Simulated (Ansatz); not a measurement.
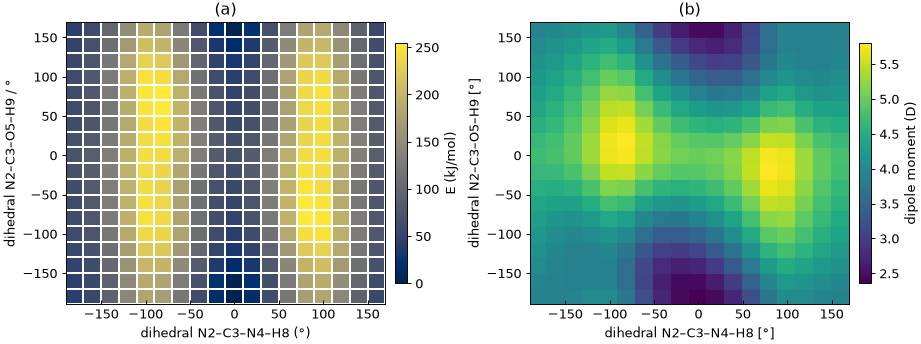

C₂H₄N₂O, SMILES C=NC(=N)O. The first coordinate is: dihedral N2–C3–N4–H8; the second: dihedral N2–C3–O5–H9. Nothing is relaxed (all other coordinates rigid). Grid: 18 × 18 points; 310 points were computed and 14 follow by symmetry. Points are written as (first, second). Energies: kJ/mol, counted from the lowest grid point. The dihedral twists a double bond; near 90° a spin-restricted reference is unreliable. Method: Ansatz 0.2.0, RHF/def2-SVP.

Panel (a) is the energy; panel (b) is the computed dipole moment, in D.

In the figure: one coloured cell a grid point.

**How does the dipole moment vary over the map, and what is it at the lowest grid point?**

Leaving out the highest fifth of the energies, it runs from 2.36 D at (0°, −180°) to 5.48 D at (60°, −20°). At the lowest grid point, (0°, −180°), it is 2.36 D.

```
dihedral N2–C3–O5–H9 ↓, dihedral N2–C3–N4–H8 →  −160  −120   −80   −40     0    40    80   120   160
                                           140  4.09  4.36  4.25  3.30  2.73  2.76  3.61  3.85  3.91
                                           100  4.35  4.78  4.91  4.03  3.49  3.36  3.98  4.00  4.05
                                            60  4.55  5.08  5.48  4.69  4.25  4.18  4.69  4.49  4.31
                                            20  4.75  5.30  5.80  5.17  4.89  4.97  5.50  5.12  4.68
                                           −20  4.68  5.12  5.50  4.97  4.89  5.17  5.80  5.30  4.75
                                           −60  4.31  4.49  4.69  4.18  4.25  4.69  5.48  5.08  4.55
                                          −100  4.05  4.00  3.98  3.36  3.49  4.03  4.91  4.78  4.35
                                          −140  3.91  3.85  3.61  2.76  2.73  3.30  4.25  4.36  4.09
                                          −180  3.89  3.99  3.72  2.73  2.36  2.73  3.72  3.99  3.89
```

The table holds every second grid line.
